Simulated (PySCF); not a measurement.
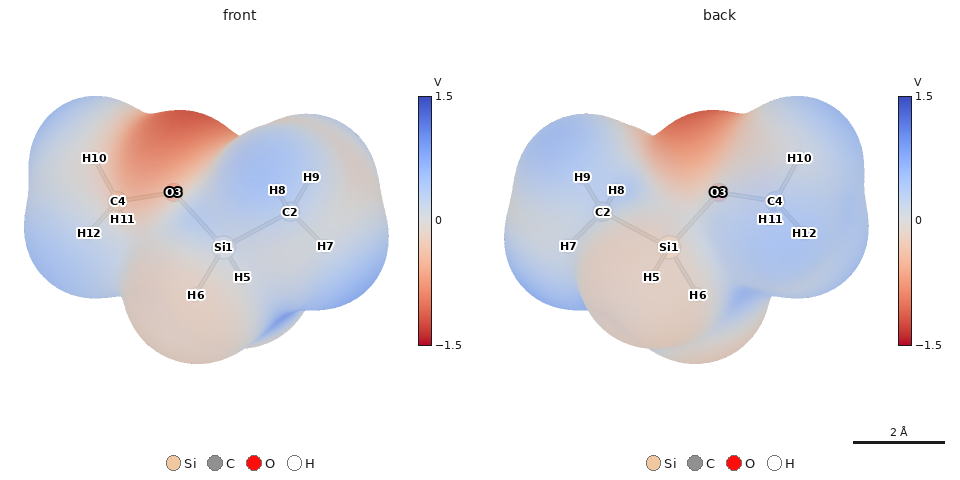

Figure 1: C2H8OSi (SMILES CO[SiH2]C). The electrostatic potential painted on the density surface at 0.001 e/bohr³, seen from the front and from behind; the colour scale runs from red (negative) to blue (positive).

Geometry: PBE0-D3(BJ)/def2-SVP.

These are results of PBE0/pcSseg-2, SCF density, gas phase, non-relativistic (PySCF), not measurements.

Input

```
{"job": {"kind": "nmr", "xc": "PBE0", "basis": "pcSseg-2"}, "charge": 0, "multiplicity": 1}
Si     0.332736    -0.545591     0.325370
C      2.104483    -0.062513     0.017745
O     -0.628992     0.640712    -0.342979
C     -2.025642     0.637168    -0.309958
H      0.018681    -1.871660    -0.301888
H      0.050785    -0.661642     1.794287
H      2.785899    -0.818784     0.438352
H      2.332052     0.906707     0.486233
H      2.303503     0.019728    -1.061319
H     -2.396743     1.547572    -0.805550
H     -2.453699    -0.234770    -0.839958
H     -2.419845     0.630779     0.724060
```

Launched as:

```sh
OMP_NUM_THREADS=1 python cluster_run.py task.json out
```

Question: Which sites attract a positive test charge, and which a negative one?

Answer: A positive charge is drawn to the negative regions and a negative charge to the positive ones. The most negative region (about −1.1 V, or −25 kcal/mol for a unit charge) lies over O3, the most positive (about +0.7 V, or +16 kcal/mol for a unit charge) over Si1 and H7. O3 is the likeliest acceptor of a hydrogen bond.

Question: What dipole moment does the calculation give?

Answer: Its dipole moment is 0.29 D.
